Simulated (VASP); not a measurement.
Band structure of Cd$_{2}$TeSe (space group P-4m2). Level of theory: modified Becke-Johnson potential (mBJ) with spin-orbit coupling, VASP's PBE PAW potentials (set 64) (plane waves; VASP).

mBJ is a potential without an energy functional, so only the levels count.

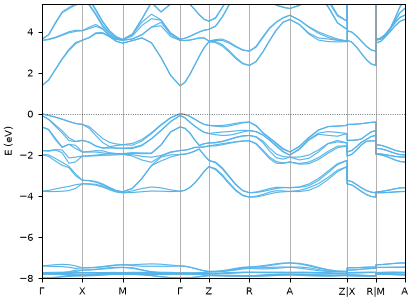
Bands along high-symmetry lines, zero at the valence-band maximum or, without a gap, the Fermi level

**Question.** Read the plot: is there a gap, and where are the band edges?

**Answer.** The gap is direct, 1.36 eV, from the valence maximum at Γ to the conduction minimum at Γ.

The structure comes from a computed database's Cd2TeSe entry (P-4m2); how it stands against other phases isn't given here. It was relaxed first. The cell's shape comes from a PBE relaxation.
